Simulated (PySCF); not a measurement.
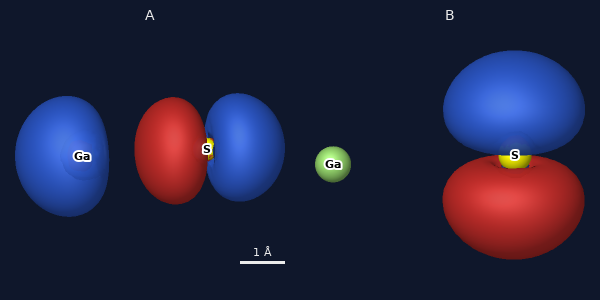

GaS (charge +1, triplet). Two frontier α-spin orbitals, each drawn at the value that holds 80 % of its norm (blue and red are the two phases), in no order; of a degenerate pair one member is drawn.

The calculation used PySCF 2.14.0, PBE0/pcseg-1, non-relativistic, at a bond length of 2.947 Å.

Question: Label each orbital by symmetry, say whether it is occupied, and order them by energy.

Answer: Orbital B: π, occupied in this spin, −15.15 eV; almost wholly on S.
Orbital A: σ, occupied in this spin, −13.66 eV; shared between the atoms (Ga 30 %, S 70 %).
